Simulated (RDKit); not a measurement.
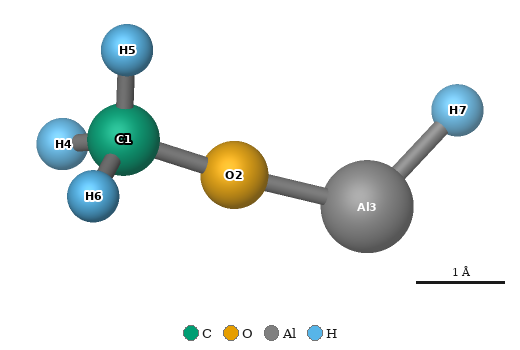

Fig. 1: The structure (ball-and-stick view, seen at a tilt; atoms are numbered from 1 in the order of the input). Sticks mark near contacts. Bond lengths as drawn: Al–H 1.59 Å, Al–O 1.65 Å, C–H 1.09 Å and C–O 1.40 Å.

Property calculation, with input and output: CH$_{4}$AlO

System: CH$_{4}$AlO, multiplicity 2, SMILES C[O][AlH].
Method: EHT (RDKit 2026.09.1).

The geometry comes from this level: GFN2-xTB.

### Input (job.py)
```python
# eht eht with RDKit
import json
import numpy as np
from rdkit import Chem
from rdkit.Chem import AllChem
from rdkit.Chem import rdDetermineBonds
from rdkit.Chem import rdEHTTools

mol = Chem.MolFromXYZFile("mol.xyz")
symbols = [a.GetSymbol() for a in mol.GetAtoms()]
start = mol.GetConformer().GetPositions().copy()

ok, res = rdEHTTools.RunMol(mol, keepOverlapAndHamiltonianMatrices=True)
if not ok:
    raise RuntimeError("the extended Hueckel run failed")
eps = np.array(res.GetOrbitalEnergies())
nel = res.numElectrons
homo = (nel + 1) // 2 - 1
print(f"{res.numOrbitals} orbitals, {nel} valence electrons, sum of one-electron energies {res.totalEnergy:.4f} eV")
for i in range(max(0, homo - 8), min(len(eps), homo + 4)):
    print(f"{i + 1:4d} {eps[i]:10.4f} eV", "(HOMO)" if i == homo else "(LUMO)" if i == homo + 1 else "")
q = np.array(res.GetAtomicCharges())
print("Mulliken charges:", " ".join(f"{a}{i + 1}={c:+.3f}" for i, (a, c) in enumerate(zip(symbols, q))))
op = res.GetReducedOverlapPopulationMatrix()
pairs = [(k, i, op[i * (i + 1) // 2 + k]) for i in range(len(symbols)) for k in range(i) if abs(op[i * (i + 1) // 2 + k]) > 0.1]
print("reduced overlap populations above 0.1")
for k, i, p in pairs:
    print(f"  {symbols[k]}{k + 1}-{symbols[i]}{i + 1} {p:7.3f}")
json.dump(dict(symbols=symbols, start=start.tolist(), energy=res.totalEnergy * 23.060548, homo=eps[homo], lumo=eps[homo + 1] if homo + 1 < len(eps) else None, orbital_energies=eps.round(4).tolist(), charges_mulliken=q.tolist(), bond_orders=[[k + 1, i + 1, round(p, 4)] for k, i, p in pairs], nel=nel), open("results.json", "w"))
```

### File mol.xyz
```
7

C     -0.631600     0.836490    -0.005570
O     -0.030430    -0.424190    -0.135550
Al     0.774950    -1.862910    -0.236000
H     -0.497800     1.406360    -0.927080
H     -0.175130     1.382950     0.821060
H     -1.697770     0.717010     0.190670
H      2.257780    -2.055720     0.292480
```

Machine: 1 thread of Arm Neoverse V2, 24 GiB of memory available, shared host.

Command:
```bash
python job.py
```

### Output
```
16 orbitals, 17 valence electrons, sum of one-electron energies -306.6550 eV
   1   -34.2667 eV
   2   -23.1040 eV
   3   -16.2241 eV
   4   -16.0805 eV
   5   -16.0670 eV
   6   -15.1953 eV
   7   -14.1994 eV
   8   -14.1764 eV
   9    -8.0285 eV (HOMO)
  10    -5.9599 eV (LUMO)
  11     0.8187 eV
  12     5.3047 eV
Mulliken charges: C1=+0.357 O2=-1.050 Al3=+1.038 H4=+0.009 H5=+0.009 H6=+0.009 H7=-0.373
reduced overlap populations above 0.1
  C1-O2   0.582
  O2-Al3   0.435
  C1-H4   0.794
  C1-H5   0.794
  C1-H6   0.794
  Al3-H7   0.632
```

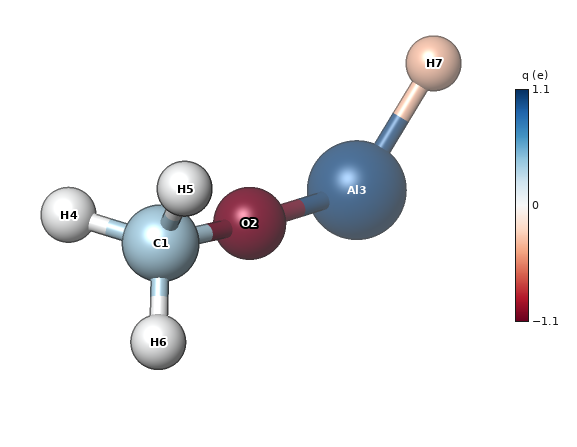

Fig. 2: Mulliken charges, as the colour of each atom (ball-and-stick view, seen at a tilt; atoms are numbered from 1 in the order of the input). By element: C +0.36, O −1.05, Al +1.04 and H −0.37 to +0.01 e.

### Results in brief

| quantity | value |
| --- | --- |
| outcome | converged |
| total energy | −11.269364 hartree |
| peak memory | 0.073 GiB |
